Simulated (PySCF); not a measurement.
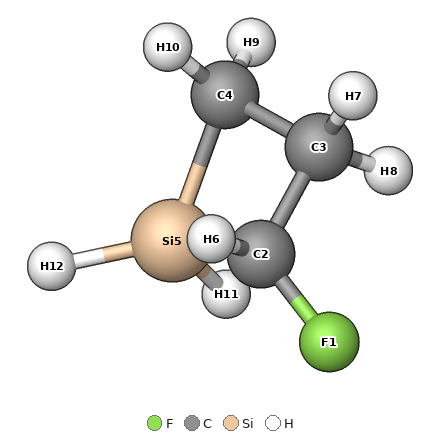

C₃H₇FSi, SMILES F[C@H]1CC[SiH2]1. Vertical core-electron binding energies by ΔSCF (SCAN, pcX-2 on the ionised atom, pcseg-1 elsewhere, spin-free X2C; PySCF 2.14.0, at a PBE0-D3(BJ)/def2-SVP geometry (no frequency check)), gas phase, against the vacuum level. One atom of each kind was ionised; within a panel, areas follow the number of like atoms and 2j + 1 (2p levels are split by first-order spin-orbit coupling, an approximation), each panel is scaled alone, Gaussians of 0.8 eV full width. Only the regions named are shown. Lines closer than the width merge in the curve.

Q: Predict the C 1s, Si 2p and Si 1s photoelectron lines.

A:
```tsv
level	atoms	binding energy (eV)
C 1s	C2	292.2
C 1s	C3	290.9
C 1s	C4	290.3
Si 2p1/2	Si5	107.3
Si 2p3/2	Si5	106.7
Si 1s	Si5	1846.4
```

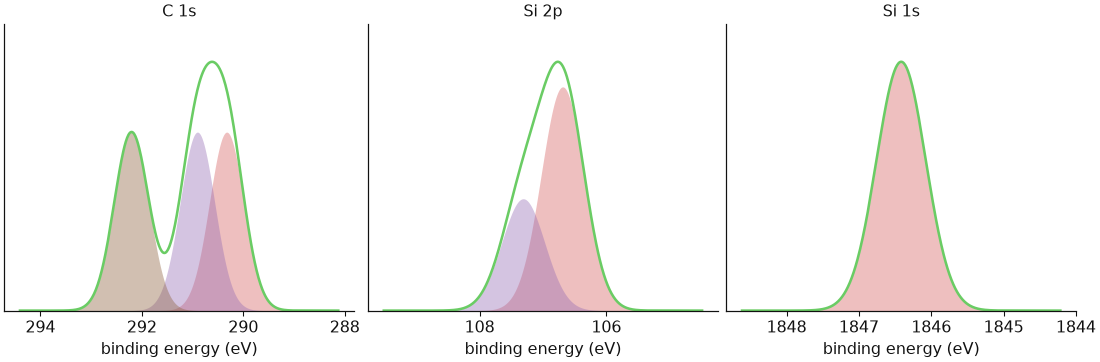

Note: one conformer of a flexible molecule.
